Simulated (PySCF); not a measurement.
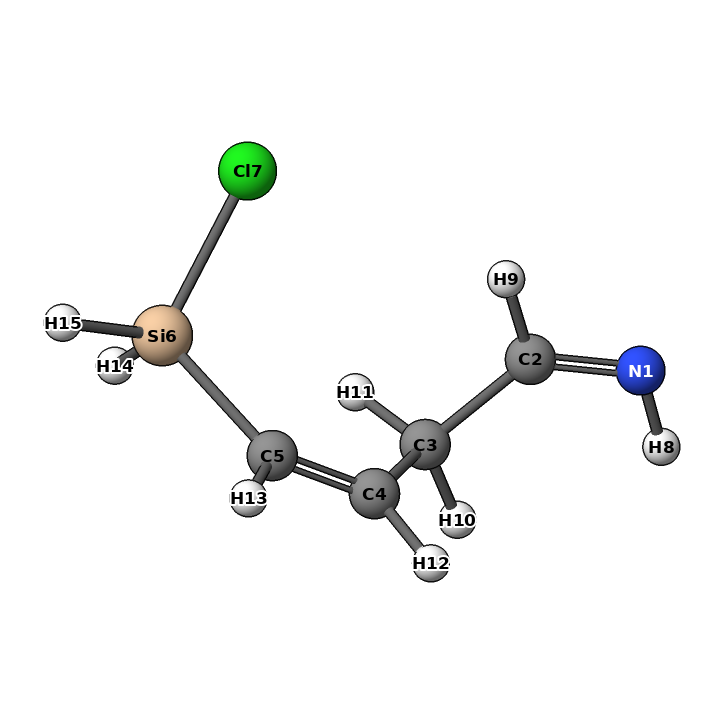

The questions are on isotropic NMR shieldings of the C atoms. Computed geometry: GFN2-xTB optimisation. No frequency run is at hand to confirm it as a minimum. Method: GIAO PBE0/pcSseg-1 NMR shielding, non-relativistic, gas phase (PySCF 2.14.0).

List the isotropic NMR shieldings of the C atoms.

```json
{"atom": "C2", "σ (ppm)": "14.8"}
{"atom": "C3", "σ (ppm)": "133.1"}
{"atom": "C4", "σ (ppm)": "29.2"}
{"atom": "C5", "σ (ppm)": "54.2"}
```

The geometry is semi-empirical. Around Si such bond lengths and angles can be off by a tenth of an ångström or more and by several degrees, and values that hang on the shape move with them.
